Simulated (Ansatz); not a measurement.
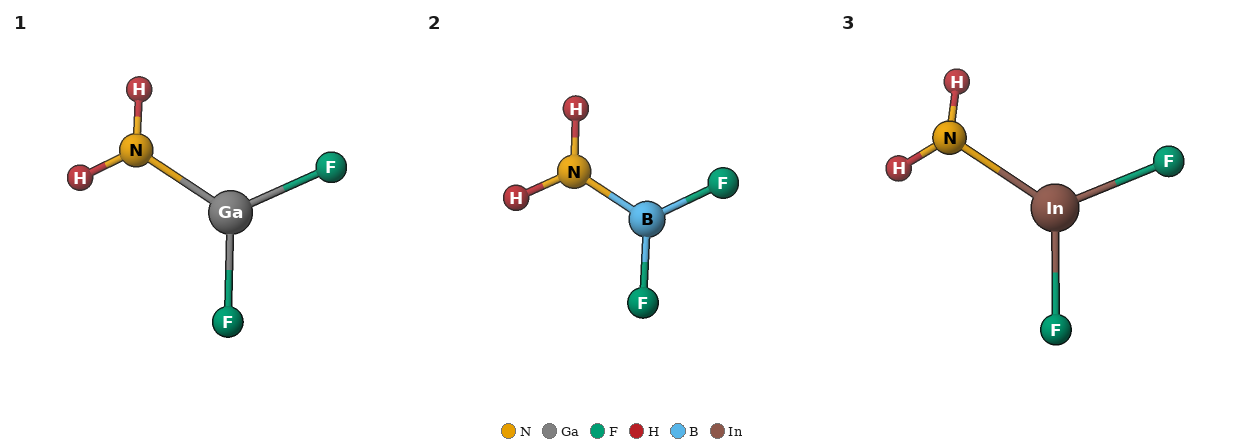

3 molecules with one skeleton, seen from the same side and at one scale. Each species is neutral and a spin singlet. Computed geometries: PBE0-D4/def2-TZVP optimisations, one conformation each. Properties computed with Ansatz 0.2.0. Elements past Kr carry core potentials.

One atom differs, called X below: Ga in panel 1, B in panel 2, In in panel 3. Their formulas are F2GaH2N (`[NH2][Ga]([F])[F]`), BF2H2N (`NB(F)F`), F2H2InN (`[NH2][In]([F])[F]`).

Rank them by the angle F–X–F, lowest first (PBE0-D4/def2-TZVP).

Answer. 3 (In), 1 (Ga), 2 (B).

Rank them by the mean length of X–F, lowest first (PBE0-D4/def2-TZVP).

Answer. 2 (B), 1 (Ga), 3 (In).

Give the values. With PBE0-D4/def2-TZVP: mean length of X–F (Å), length of X–N (Å), angle F–X–F (°), dipole moment (D), harmonic zero-point energy (kJ/mol). With PBE0-D4/def2-TZVPP: HOMO energy (Kohn–Sham orbital) (eV), HOMO–LUMO gap (eV).

```json
{"quantity": "mean length of X–F (Å)", "1 (Ga)": "1.739", "2 (B)": "1.330", "3 (In)": "1.935"}
{"quantity": "length of X–N (Å)", "1 (Ga)": "1.790", "2 (B)": "1.392", "3 (In)": "1.998"}
{"quantity": "angle F–X–F (°)", "1 (Ga)": "115.1", "2 (B)": "117.6", "3 (In)": "111.4"}
{"quantity": "HOMO energy (Kohn–Sham orbital) (eV)", "1 (Ga)": "−8.33", "2 (B)": "−8.65", "3 (In)": "−8.41"}
{"quantity": "HOMO–LUMO gap (eV)", "1 (Ga)": "7.18", "2 (B)": "9.30", "3 (In)": "6.16"}
{"quantity": "dipole moment (D)", "1 (Ga)": "3.30", "2 (B)": "2.72", "3 (In)": "3.87"}
{"quantity": "harmonic zero-point energy (kJ/mol)", "1 (Ga)": "77.6", "2 (B)": "97.1", "3 (In)": "75.3"}
```
